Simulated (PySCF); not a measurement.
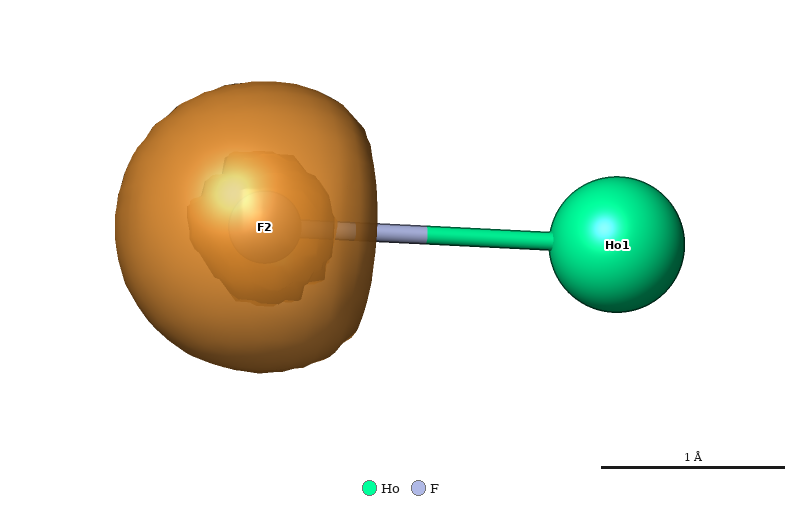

Figure 1: HoF (quintet). Isosurface of the ELF at 0.75 (orange), seen from one side. Only the valence region is drawn (cores and ρ < 0.01 e/Å³ removed).

Method: PBE0/x2c-SVPall, spin-free X2C-1e, Gaussian nucleus, at a bond length of 1.982 Å (PySCF 2.14.0).

```xyz
2

Ho    0.0000    0.0000   -0.2047
F     0.0000    0.0000    1.7773
```

**Describe the localisation domains.**

At this value the surface marks out one region wrapped around F (its valence shell).

Values along the shortest contacts:
Ho–F (1.98 Å): the ELF peaks at about 0.85 in the valence shell of F, 0.5 Å from its nucleus, and drops to about 0.20 between the two atoms.
